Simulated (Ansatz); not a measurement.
# B2Si (triplet): from Hartree-Fock to the top rungs, cc-pVTZ

How much of the correlation energy of B2Si (triplet) does each wave-function method recover here?

The runs use Ansatz 0.2.0, Gaussian basis; cc-pVTZ, core rule «outside noble gas», up to 7 orbitals frozen.

Plan: UHF; CCSD(T) on ROHF; CCSD(T) on UHF; BCCD(T) on ROHF; CCSDT(Q) on ROHF; CCSDT(Q) on UHF; CASSCF and NEVPT2, 10 electrons in 12 orbitals.

8 further runs of the same task are left out: 2 for a known fault of the program, 6 set aside as unsound or not needed.

### Step 1. What is computed

The geometry is a PBE0/def2-TZVP stationary point (not a proven minimum).

3 atoms, charge 0, spin multiplicity 3.

Atoms are counted from 1 here; the program's logs count them from 0.

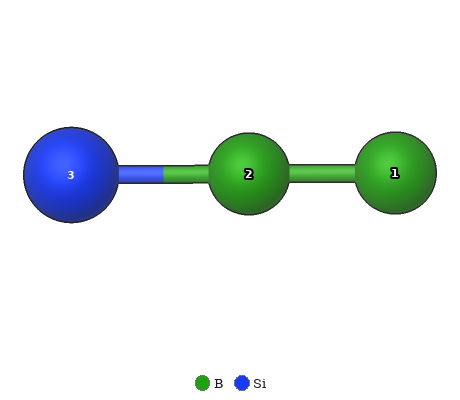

The geometry (boron green, silicon blue); atoms are numbered from 1 in the order of the file.

In the tables R marks a restricted open-shell determinant and U an unrestricted one; 'valence' is the active space of 10 electrons in 12 orbitals; energies count from the table's Hartree-Fock row.

### Step 2. UHF

Input file in.yaml:

```yaml
crystal:
  periodic: [false, false, false]
  atoms:
    - {symbol: B, position_ang: [0.000000, 0.000000, -1.652467]}
    - {symbol: B, position_ang: [0.000000, 0.000000, -0.109467]}
    - {symbol: Si, position_ang: [0.000000, 0.000000, 1.761933]}
basis:
  gaussian: {orbitals: cc-pVTZ}
magnetization: {spin_polarized: true, initial_magnetization: 2}
hamiltonian: {xc: hf}
output: {orbitals: {seedname: orbitals}}
```

Started as:

```
ansatz run in.yaml --threads 1 --pin off --events-out ev --progress --plain --max-ram 4096MiB --backend cpu
```

What it wrote:

```text
Functional definition: HF
  name "HF"
  cite "Fock, Z. Phys. 61, 126 (1930) doi:10.1007/BF01340294"
  parent pbe
  exchange = exact_x
  correlation = 0
861 factors; their error is unknown
mean field evaluation 1: about -9197.1485 eV, gradient 1.2e1 eV
mean field evaluation 2: about -9198.4460 eV, gradient 7.2e0 eV
mean field evaluation 4: about -9199.3815 eV, gradient 1.9e0 eV
mean field evaluation 8: about -9199.5768 eV, gradient 8.7e-1 eV
mean field evaluation 16: about -9200.4547 eV, gradient 2.3e-1 eV
mean field evaluation 32: about -9198.1478 eV, gradient 4.2e0 eV
mean field evaluation 64: about -9199.8939 eV, gradient 1.0e-1 eV
mean field evaluation 96: about -9197.1485 eV, gradient 1.2e1 eV
mean field evaluation 128: about -9200.3998 eV, gradient 7.4e-1 eV
mean field evaluation 160: about -9200.4474 eV, gradient 3.6e-1 eV
mean field evaluation 192: about -9200.4238 eV, gradient 4.6e-1 eV
mean field evaluation 224: about -9198.6162 eV, gradient 9.6e0 eV
mean field evaluation 256: about -9200.4548 eV, gradient 2.9e-2 eV
mean field evaluation 288: about -9199.6302 eV, gradient 2.3e0 eV
mean field evaluation 320: about -9199.0971 eV, gradient 1.9e-1 eV
mean field evaluation 352: about -9199.5479 eV, gradient 2.5e-1 eV
mean field evaluation 384: about -9199.8077 eV, gradient 4.3e-1 eV
mean field evaluation 416: about -9199.1465 eV, gradient 3.6e0 eV
mean field evaluation 448: about -9199.8165 eV, gradient 1.3e0 eV
mean field -9200.46294309 eV, -338.1107768606 hartree, gradient 2.1e-5 eV, S^2 2.886736; 17 other end points of the search recorded, 0 dependent functions left out
reference -9200.46294309 eV, -338.1107768606 hartree; 13, 11 occupied and 81, 83 virtual orbitals, 861 factors
Total energy: -9200.46294309 eV, -338.1107768606 hartree
```

It took 15 s on 1 thread of AMD EPYC 7R13, shared host.

From the report: ⟨S²⟩ of the determinant 2.887 (pure triplet: 2.00). The determinant is far from a pure spin state, so its energy mixes those of several spin states (harmless only where they are near-degenerate, as at dissociation).

### Step 3. CCSD(T) on ROHF

in.yaml, as its differences from that of step 2:

```diff
@@ -8,4 +8,3 @@
   gaussian: {orbitals: cc-pVTZ}
-magnetization: {spin_polarized: true, initial_magnetization: 2}
-hamiltonian: {xc: hf}
-output: {orbitals: {seedname: orbitals}}
+magnetization: {spin_polarized: false, initial_magnetization: 2}
+correlation: {method: ccsd_t, electrons: outside_noble_gas}
```

Started as:

```
ansatz run in.yaml --threads 2 --pin off --events-out ev --progress --plain --max-ram 24576MiB --backend cuda --devices 0, --max-vram 18GiB
```

What it wrote, cut to the lines that bear on the results:

```text
Functional definition: HF
  name "HF"
  cite "Fock, Z. Phys. 61, 126 (1930) doi:10.1007/BF01340294"
  parent pbe
[...]
568 factors; integrals over basis functions are off by at most 1.0e-3 eV
[...]
mean field -9199.73953260 eV, -338.0841920155 hartree, gradient 2.0e-6 eV, S^2 2.000000; 16 other end points of the search recorded, 0 dependent functions left out
[...]
determinant -9199.73953260 eV, -338.0841920155 hartree, with singles and doubles -9207.09088143 eV, -338.3543491023 hartree
determinant -9199.17567589 eV, -338.0634706637 hartree, with singles and doubles -9206.30910148 eV, -338.3256192191 hartree
determinant -9198.01766639 eV, -338.0209145994 hartree, with singles and doubles -9205.06584330 eV, -338.2799303236 hartree
determinant -9197.60240716 eV, -338.0056541043 hartree, with singles and doubles -9205.61733358 eV, -338.3001972176 hartree
determinant -9197.13154057 eV, -337.9883500763 hartree, with singles and doubles -9204.77757444 eV, -338.2693366383 hartree
determinant -9196.97493724 eV, -337.9825950101 hartree, with singles and doubles -9203.93950149 eV, -338.2385380256 hartree
determinant -9196.37999621 eV, -337.9607313303 hartree, with singles and doubles -9204.44440561 eV, -338.2570929095 hartree
unrestricted determinant -9200.46323066 eV, -338.1107874287 hartree, S^2 2.8867
7 core orbitals not correlated: weight in the atoms' cores, before any rotation towards them, 1.000 or more for the frozen orbitals, at most 0.000 for the correlated occupied ones
reference -9199.73953260 eV, -338.0841920155 hartree; 6, 4 occupied and 81, 83 virtual orbitals, 568 factors
second order -6.20342750 eV of doubles, -0.04802275 eV of singles
cycle   1  -7.20952267 eV  change   -3.8e-1 eV  update   2.8e-2
[...]
cycle  14  -7.25138889 eV  change    4.3e-6 eV  update   1.2e-5
perturbative correction -0.56102041 eV, -0.0206171198 hartree
Total energy: -9207.55194190 eV, -338.3712927619 hartree
```

It took 29 s on 1 × H100 (card shared with other runs) with 2 threads of AMD EPYC 7R13, shared host; peak host memory 0.79 GiB.

From the report: correlation -7.8124 eV; T1 0.067; largest double amplitude 0.14.

### Step 4. CCSD(T) on UHF

in.yaml, as its differences from that of step 3:

```diff
@@ -8,3 +8,3 @@
   gaussian: {orbitals: cc-pVTZ}
-magnetization: {spin_polarized: false, initial_magnetization: 2}
+magnetization: {spin_polarized: true, initial_magnetization: 2}
 correlation: {method: ccsd_t, electrons: outside_noble_gas}
```

Same command.

What it wrote, cut to the lines that bear on the results:

```text
Functional definition: HF
  name "HF"
  cite "Fock, Z. Phys. 61, 126 (1930) doi:10.1007/BF01340294"
  parent pbe
[...]
568 factors; integrals over basis functions are off by at most 1.0e-3 eV
[...]
mean field -9200.46323066 eV, -338.1107874287 hartree, gradient 2.9e-6 eV, S^2 2.886735; 38 other end points of the search recorded, 0 dependent functions left out
determinant -9200.46323066 eV, -338.1107874287 hartree, with singles and doubles -9207.04904356 eV, -338.3528115890 hartree
determinant -9199.89522537 eV, -338.0899136193 hartree, with singles and doubles -9206.92172857 eV, -338.3481328492 hartree
determinant -9199.89302634 eV, -338.0898328067 hartree, with singles and doubles -9206.93258282 eV, -338.3485317355 hartree
determinant -9199.65882373 eV, -338.0812260195 hartree, with singles and doubles -9205.78956290 eV, -338.3065265282 hartree
[...]
determinant -9199.79232553 eV, -338.0861321199 hartree, with singles and doubles -9207.01003023 eV, -338.3513778753 hartree
determinant -9199.79232553 eV, -338.0861321199 hartree, with singles and doubles -9206.96458846 eV, -338.3497079210 hartree
determinant -9199.77176293 eV, -338.0853764585 hartree, with singles and doubles -9207.05588464 eV, -338.3530629940 hartree
determinant -9199.77176293 eV, -338.0853764585 hartree, with singles and doubles -9206.97248156 eV, -338.3499979873 hartree
7 core orbitals not correlated: weight in the atoms' cores, before any rotation towards them, 1.000 or more for the frozen orbitals, at most 0.000 for the correlated occupied ones
reference -9200.45516573 eV, -338.1104910481 hartree; 6, 4 occupied and 81, 83 virtual orbitals, 568 factors
second order -5.36814138 eV of doubles, -0.00000000 eV of singles
cycle   1  -6.57936843 eV  change   -1.6e-6 eV  update   3.5e-6
perturbative correction -0.45941205 eV, -0.0168830815 hartree
Total energy: -9207.49394622 eV, -338.3691614599 hartree
```

Wall time 17 s (1 × H100 (card shared with other runs) with 2 threads of AMD EPYC 7R13, shared host); peak host memory 0.8 GiB.

From the report: ⟨S²⟩ of the determinant 2.772 (pure triplet: 2.00); correlation -7.0388 eV; T1 0.074; largest double amplitude 0.12. The determinant is far from a pure spin state, so its energy mixes those of several spin states (harmless only where they are near-degenerate, as at dissociation).

### Step 5. BCCD(T) on ROHF

in.yaml, as its differences from that of step 4:

```diff
@@ -8,3 +8,3 @@
   gaussian: {orbitals: cc-pVTZ}
-magnetization: {spin_polarized: true, initial_magnetization: 2}
-correlation: {method: ccsd_t, electrons: outside_noble_gas}
+magnetization: {spin_polarized: false, initial_magnetization: 2}
+correlation: {method: bccd_t, electrons: outside_noble_gas}
```

Same command.

What it wrote, cut to the lines that bear on the results:

```text
Functional definition: HF
  name "HF"
  cite "Fock, Z. Phys. 61, 126 (1930) doi:10.1007/BF01340294"
  parent pbe
[...]
568 factors; integrals over basis functions are off by at most 1.0e-3 eV
[...]
mean field -9199.73953260 eV, -338.0841920155 hartree, gradient 2.0e-6 eV, S^2 2.000000; 16 other end points of the search recorded, 0 dependent functions left out
[...]
determinant -9199.73953260 eV, -338.0841920155 hartree, with singles and doubles -9207.09088143 eV, -338.3543491023 hartree
determinant -9199.17567589 eV, -338.0634706637 hartree, with singles and doubles -9206.30910148 eV, -338.3256192191 hartree
determinant -9198.01766639 eV, -338.0209145994 hartree, with singles and doubles -9205.06584330 eV, -338.2799303236 hartree
determinant -9197.60240716 eV, -338.0056541043 hartree, with singles and doubles -9205.61733358 eV, -338.3001972176 hartree
determinant -9197.13154057 eV, -337.9883500763 hartree, with singles and doubles -9204.77757444 eV, -338.2693366383 hartree
determinant -9196.97493724 eV, -337.9825950101 hartree, with singles and doubles -9203.93950149 eV, -338.2385380256 hartree
determinant -9196.37999621 eV, -337.9607313303 hartree, with singles and doubles -9204.44440561 eV, -338.2570929095 hartree
unrestricted determinant -9200.46323066 eV, -338.1107874287 hartree, S^2 2.8867
7 core orbitals not correlated: weight in the atoms' cores, before any rotation towards them, 1.000 or more for the frozen orbitals, at most 0.000 for the correlated occupied ones
reference -9199.73953260 eV, -338.0841920155 hartree; 6, 4 occupied and 81, 83 virtual orbitals, 568 factors
second order -6.20342750 eV of doubles, -0.04802275 eV of singles
cycle   1  -7.19414929 eV  change   -3.6e-1 eV  update   4.5e-2
[...]
cycle  18  -7.25420913 eV  change    7.1e-6 eV  update   6.7e-6
perturbative correction -0.55909871 eV, -0.0205464986 hartree
Total energy: -9207.55284044 eV, -338.3713257828 hartree
```

Wall time 11 s (1 × H100 (card shared with other runs) with 2 threads of AMD EPYC 7R13, shared host); peak host memory 0.8 GiB.

From the report: correlation -7.8133 eV; largest double amplitude 0.12.

### Step 6. CCSDT(Q) on ROHF

in.yaml, as its differences from that of step 5:

```diff
@@ -9,2 +9,2 @@
 magnetization: {spin_polarized: false, initial_magnetization: 2}
-correlation: {method: bccd_t, electrons: outside_noble_gas}
+correlation: {method: ccsdt_q, electrons: outside_noble_gas}
```

Launched as before.

What it wrote, cut to the lines that bear on the results:

```text
Functional definition: HF
  name "HF"
  cite "Fock, Z. Phys. 61, 126 (1930) doi:10.1007/BF01340294"
  parent pbe
[...]
1094 factors; integrals over basis functions are off by at most 1.3e-7 eV
[...]
mean field -9199.73953843 eV, -338.0841922299 hartree, gradient 2.7e-6 eV, S^2 2.000000; 17 other end points of the search recorded, 0 dependent functions left out
[...]
determinant -9199.73953843 eV, -338.0841922299 hartree, with singles and doubles -9207.09100114 eV, -338.3543535015 hartree
determinant -9199.17568105 eV, -338.0634708535 hartree, with singles and doubles -9206.30997833 eV, -338.3256514426 hartree
determinant -9198.01767153 eV, -338.0209147883 hartree, with singles and doubles -9205.06646541 eV, -338.2799531856 hartree
determinant -9197.60241430 eV, -338.0056543667 hartree, with singles and doubles -9205.61779898 eV, -338.3002143207 hartree
[...]
determinant -9196.97494391 eV, -337.9825952551 hartree, with singles and doubles -9203.94082676 eV, -338.2385867284 hartree
determinant -9196.77971358 eV, -337.9754206728 hartree, with singles and doubles -9204.74864426 eV, -338.2682734739 hartree
determinant -9196.38000445 eV, -337.9607316335 hartree, with singles and doubles -9204.44472635 eV, -338.2571046967 hartree
unrestricted determinant -9200.46323866 eV, -338.1107877230 hartree, S^2 2.8867
7 core orbitals not correlated: weight in the atoms' cores, before any rotation towards them, 1.000 or more for the frozen orbitals, at most 0.000 for the correlated occupied ones
reference -9199.73953843 eV, -338.0841922299 hartree; 6, 4 occupied and 81, 83 virtual orbitals, 1094 factors
second order -6.20344646 eV of doubles, -0.04802287 eV of singles
cycle   1  -6.74056035 eV  change   -4.9e-1 eV  update   1.4e-1
[...]
cycle  33  -7.90323749 eV  change    1.1e-7 eV  update   1.1e-6
perturbative correction -0.07533286 eV, -0.0027684315 hartree
Total energy: -9207.71810878 eV, -338.3773992822 hartree
```

Run time: 33 s. Hardware: 1 × H100 (card shared with other runs) with 2 threads of AMD EPYC 7R13, shared host; peak host memory 1.1 GiB.

From the report: correlation -7.9786 eV; T1 0.077; largest double amplitude 0.20.

### Step 7. CCSDT(Q) on UHF

in.yaml, as its differences from that of step 6:

```diff
@@ -8,3 +8,3 @@
   gaussian: {orbitals: cc-pVTZ}
-magnetization: {spin_polarized: false, initial_magnetization: 2}
+magnetization: {spin_polarized: true, initial_magnetization: 2}
 correlation: {method: ccsdt_q, electrons: outside_noble_gas}
```

The command is unchanged.

What it wrote, cut to the lines that bear on the results:

```text
Functional definition: HF
  name "HF"
  cite "Fock, Z. Phys. 61, 126 (1930) doi:10.1007/BF01340294"
  parent pbe
[...]
1094 factors; integrals over basis functions are off by at most 1.3e-7 eV
[...]
mean field -9200.46323866 eV, -338.1107877230 hartree, gradient 2.7e-6 eV, S^2 2.886736; 39 other end points of the search recorded, 0 dependent functions left out
determinant -9200.46323866 eV, -338.1107877230 hartree, with singles and doubles -9207.04905855 eV, -338.3528121399 hartree
determinant -9199.89523277 eV, -338.0899138914 hartree, with singles and doubles -9206.92174423 eV, -338.3481334246 hartree
determinant -9199.89303372 eV, -338.0898330777 hartree, with singles and doubles -9206.93259912 eV, -338.3485323345 hartree
determinant -9199.65883091 eV, -338.0812262833 hartree, with singles and doubles -9205.78957963 eV, -338.3065271433 hartree
[...]
determinant -9199.79233169 eV, -338.0861323464 hartree, with singles and doubles -9206.96458366 eV, -338.3497077449 hartree
determinant -9199.77176903 eV, -338.0853766824 hartree, with singles and doubles -9207.05590233 eV, -338.3530636439 hartree
determinant -9199.77176903 eV, -338.0853766824 hartree, with singles and doubles -9206.97247652 eV, -338.3499978019 hartree
7 core orbitals not correlated: weight in the atoms' cores, before any rotation towards them, 1.000 or more for the frozen orbitals, at most 0.000 for the correlated occupied ones
reference -9200.45517358 eV, -338.1104913366 hartree; 6, 4 occupied and 81, 83 virtual orbitals, 1094 factors
second order -5.36815295 eV of doubles, -0.00000000 eV of singles
cycle   1  -6.01480608 eV  change   -6.5e-1 eV  update   1.1e-1
[...]
cycle  40  -7.19255204 eV  change   -4.8e-7 eV  update   2.3e-7
perturbative correction -0.08259629 eV, -0.0030353578 hartree
Total energy: -9207.73032191 eV, -338.3778481066 hartree
```

Run time: 39 s. Hardware: 1 × H100 (card shared with other runs) with 2 threads of AMD EPYC 7R13, shared host; peak host memory 0.97 GiB.

From the report: ⟨S²⟩ of the determinant 2.772 (pure triplet: 2.00); correlation -7.2751 eV; T1 0.108; largest double amplitude 0.22. The determinant is far from a pure spin state, so its energy mixes those of several spin states (harmless only where they are near-degenerate, as at dissociation).

### Step 8. CASSCF and NEVPT2, 10 electrons in 12 orbitals

Input file in.yaml:

```yaml
crystal:
  periodic: [false, false, false]
  atoms:
    - {symbol: B, position_ang: [0.000000, 0.000000, -1.652467]}
    - {symbol: B, position_ang: [0.000000, 0.000000, -0.109467]}
    - {symbol: Si, position_ang: [0.000000, 0.000000, 1.761933]}
basis:
  gaussian: {orbitals: cc-pVTZ}
magnetization: {spin_polarized: false, initial_magnetization: 2}
correlation: {method: sc_nevpt2, electrons: outside_noble_gas, active_space: {window: {electrons: 10, orbitals: 12}, shells: [{species: B, l: s, shell: 2}, {species: B, l: p, shell: 2}, {species: Si, l: s, shell: 3}, {species: Si, l: p, shell: 3}]}}
```

The command is unchanged.

What it wrote, cut to the lines that bear on the results:

```text
Functional definition: HF
  name "HF"
  cite "Fock, Z. Phys. 61, 126 (1930) doi:10.1007/BF01340294"
  parent pbe
[...]
1094 factors; integrals over basis functions are off by at most 1.3e-7 eV
[...]
mean field -9199.73953843 eV, -338.0841922299 hartree, gradient 2.7e-6 eV, S^2 2.000000; 12 other end points of the search recorded, 0 dependent functions left out
reference -9199.73953843 eV, -338.0841922299 hartree; 13, 11 occupied and 81, 83 virtual orbitals, 1094 factors
state -9203.27518310 eV, -338.2141247748 hartree
state -9203.27518310 eV, -338.2141247748 hartree; corrected -9206.70197270 eV, -338.3400569700 hartree
Total energy: -9206.70197270 eV, -338.3400569700 hartree
Checks for a lower state left out: starts, orbital_swaps
```

Run time: 27 s. Hardware: 1 × H100 (card shared with other runs) with 2 threads of AMD EPYC 7R13, shared host; peak host memory 0.78 GiB.

From the report: 156,816 determinants; active occupations 1.97, 1.96, 1.91, 1.80, 1.00, 0.97, 0.18, 0.08, 0.04, 0.03, 0.03, 0.02.

### Step 9. How many determinants matter

Natural occupations of the CASSCF valence state about the gap (report; correlated orbitals 1 to 10): 1.975, 1.958, 1.915, 1.798, 1.003, 0.966, 0.184, 0.084, 0.038, 0.034. The count of effectively unpaired electrons, Σ n²(2 − n)², is 2.32; a single determinant of this spin has 2.

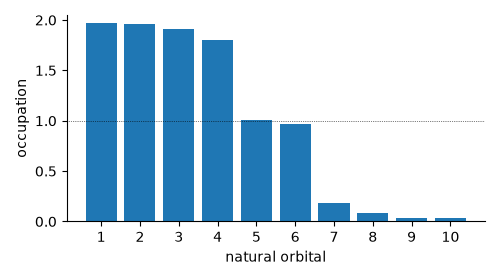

Natural occupations of the CASSCF valence state.

### Step 10. All levels against the top one

No level here is safe as a reference; RCCSDT(Q) serves as a yardstick only. Rows without a time come out of other runs: HF, MP2 and CCSD of CCSD(T), CCSDT of CCSDT(Q), CASSCF and MRCISD of the multireference runs.

Differences are taken before rounding.

| method | energy from the lowest RHF (kJ/mol) | from RCCSDT(Q) (kJ/mol) | time |
| --- | --- | --- | --- |
| RHF | 0.0 | +769.8 |  |
| UHF | -69.8 | +700.0 | 15 s |
| RMP2 | -603.2 | +166.6 |  |
| UMP2 | -587.0 | +182.8 |  |
| RCCSD | -699.7 | +70.2 |  |
| UCCSD | -703.9 | +66.0 |  |
| RCCSD(T) | -753.8 | +16.0 | 29 s (GPU) |
| UCCSD(T) | -748.2 | +21.6 | 17 s (GPU) |
| BCCD(T) | -753.9 | +15.9 | 11 s (GPU) |
| RCCSDT | -762.5 | +7.3 |  |
| UCCSDT | -763.0 | +6.8 |  |
| RCCSDT(Q) | -769.8 | 0 | 33 s (GPU) |
| UCCSDT(Q) | -771.0 | -1.2 | 39 s (GPU) |
| CASSCF valence | -341.1 | +428.7 |  |
| NEVPT2 valence | -671.8 | +98.0 | 27 s (GPU) |

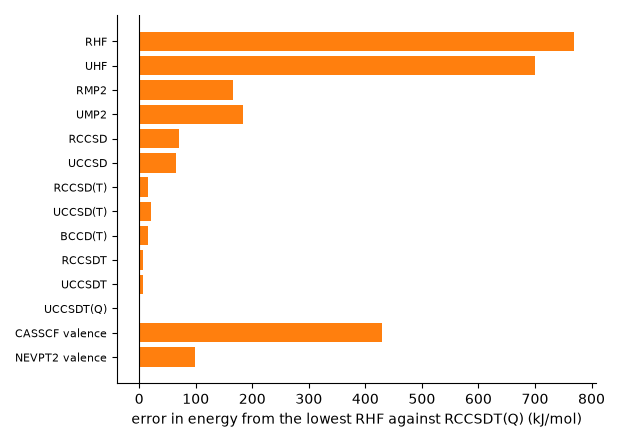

Error of each method against RCCSDT(Q).

Some runs used a GPU and others CPU threads alone; cost is compared among the GPU runs only.

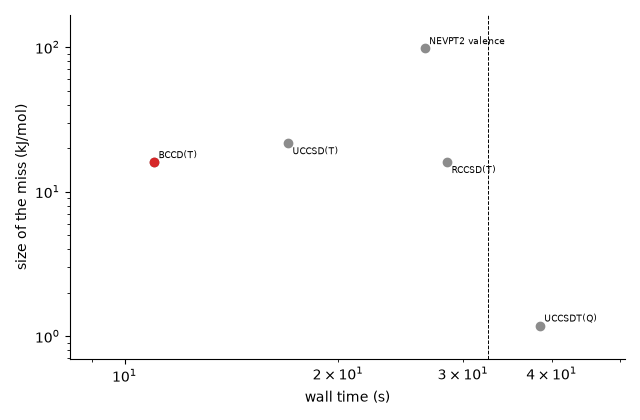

Accuracy for the time spent; red marks the levels that beat every quicker one drawn (of those quicker than the yardstick), and the dashed line is the time of RCCSDT(Q). Times are from a shared host.

With the free atoms at the same levels and basis (separate runs), the atomisation energy is 6.708 eV at RCCSDT(Q), 6.587 eV at RCCSD(T), 6.526 eV at UCCSD(T), 4.782 eV at RHF.

### Step 11. Outcome

```
                      quantity          value
RCCSDT(Q) below the RHF energy     -7.9786 eV
           RMP2 from RCCSDT(Q)  +166.6 kJ/mol
           UMP2 from RCCSDT(Q)  +182.8 kJ/mol
          RCCSD from RCCSDT(Q)   +70.2 kJ/mol
       RCCSD(T) from RCCSDT(Q)   +16.0 kJ/mol
       UCCSD(T) from RCCSDT(Q)   +21.6 kJ/mol
      UCCSDT(Q) from RCCSDT(Q)    -1.2 kJ/mol
 NEVPT2 valence from RCCSDT(Q)   +98.0 kJ/mol
                 T1 diagnostic          0.067
effectively unpaired electrons           2.32
```

What this shows: RCCSD(T) lands +16.0 kJ/mol from the yardstick (2.1 % of the correlation energy). CCSD(T) misses by +16.0 kJ/mol on the restricted determinant and by +21.6 kJ/mol on the unrestricted one; the two need not hold the same state or core. The occupations show some static correlation. Coupled cluster took another determinant than the lowest Hartree-Fock one. Warnings: spin contamination; coupled cluster took another determinant than the lowest; large T1 diagnostic.
